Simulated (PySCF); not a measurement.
# TiNH2F3 (SMILES [NH2][Ti]([F])([F])[F]) at BLYP/3-21G

Aim: the vertical ionisation energy of TiNH2F3 at BLYP/3-21G, from 2 runs. The job is set up through a Python script.

The calculation is run with PySCF 2.14.0.

## 1. The structure to begin with

The species is TiNH2F3 (7 atoms), meant as a singlet with charge 0. As SMILES, `[NH2][Ti]([F])([F])[F]`. The shape comes from GFN2-xTB, which is rough for such elements, and wasn't checked as a minimum.

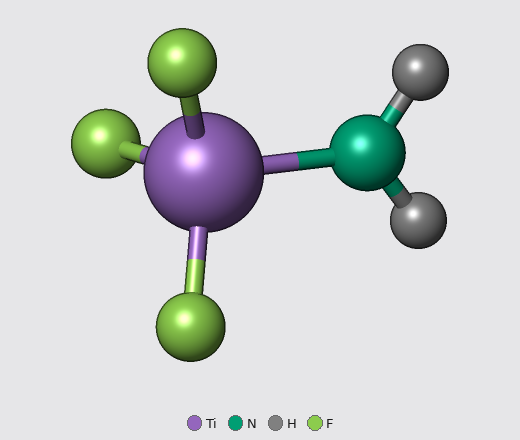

Viewed from a chosen angle; titanium purple, nitrogen teal, hydrogen grey, fluorine green.

## 2. A single-point energy at BLYP/3-21G

Input file geometry.xyz:

```xyz
7

Ti     0.003770     0.001420    -0.741540
N      0.015190     0.018980     1.083630
H      0.766600    -0.324990     1.680410
H     -0.759620     0.337540     1.667100
F      1.644520    -0.020490    -1.222200
F     -0.851980     1.402470    -1.223450
F     -0.818460    -1.414930    -1.243950
```

Input file input.py:

```python
# Ti(NH2)F3
from pyscf import gto, dft

mol = gto.Mole()
mol.atom = 'geometry.xyz'
mol.basis = '3-21g'
mol.max_memory = 1860
mol.charge = 0
mol.verbose = 3
mol.build()

ks = dft.RKS(mol)
ks.xc = 'blyp'
ks.grids.level = 4
ks.conv_tol = 1e-10
ks.kernel()
if not ks.converged:
    ks = ks.newton().run(ks.mo_coeff, ks.mo_occ)

etot = ks.e_tot
print('Final energy', etot)
```

Run with:

```bash
$ OMP_NUM_THREADS=1 python input.py
```

What it wrote:

```text
converged SCF energy = -1199.1378371498
Final energy -1199.1378371498017
```

It took 11 s on 1 thread of Intel Xeon Platinum 8488C (Sapphire Rapids), shared host; peak memory 0.36 GiB.

## 3. The doublet cation

Input file run.py:

```python
from pyscf import gto, dft

molecule = gto.Mole()
molecule.atom = '''
Ti       0.003770       0.001420      -0.741540
N        0.015190       0.018980       1.083630
H        0.766600      -0.324990       1.680410
H       -0.759620       0.337540       1.667100
F        1.644520      -0.020490      -1.222200
F       -0.851980       1.402470      -1.223450
F       -0.818460      -1.414930      -1.243950
'''
molecule.max_memory = 1860
molecule.verbose = 3
molecule.basis = '3-21g'
molecule.charge = 1
molecule.spin = 1
molecule.build()

myscf = dft.UKS(molecule)
myscf.xc = 'blyp'
myscf.conv_tol = 1e-10
myscf.grids.level = 4
myscf.kernel()
if not myscf.converged:
    myscf = myscf.newton().run(myscf.mo_coeff, myscf.mo_occ)

energy = myscf.e_tot
print('E = %.10f Eh' % energy)
```

Run with:

```bash
$ OMP_NUM_THREADS=1 python run.py
```

What it wrote:

```text
WARN: HOMO -0.35462861581176 >= LUMO -0.354628615811762

WARN: HOMO -0.357145101285301 >= LUMO -0.356827789861489

converged SCF energy = -1198.77951748037  <S^2> = 0.75359579  2S+1 = 2.0035926
E = -1198.7795174804 Eh
```

Wall time 23 s (1 thread of Intel Xeon Platinum 8488C (Sapphire Rapids), shared host); peak memory 0.37 GiB.

## 4. Results

Level: BLYP/3-21G.

```
                                          quantity           value
                     singlet TiNH2F3: total energy  -1199.13784 Eh
                    singlet TiNH2F3: dipole moment          2.22 D
                      singlet TiNH2F3: HOMO energy        -5.83 eV
                      singlet TiNH2F3: LUMO energy        -2.09 eV
                    singlet TiNH2F3: HOMO–LUMO gap         3.74 eV
                      doublet cation: total energy  -1198.77952 Eh
doublet cation: HOMO energy (highest over α and β)       -14.74 eV
 doublet cation: LUMO energy (lowest over α and β)       -13.63 eV
                              doublet cation: ⟨S²⟩           0.754
vertical ionisation energy (to the doublet cation)        9.750 eV
```

Removing an electron at fixed nuclei costs 9.75 eV (941 kJ/mol). −ε(HOMO) before ionisation, 5.83 eV, is 3.92 eV below this ionisation energy. Mulliken charges (singlet TiNH2F3) run from -0.81 on N2 to +1.06 on Ti1; they depend strongly on the basis.
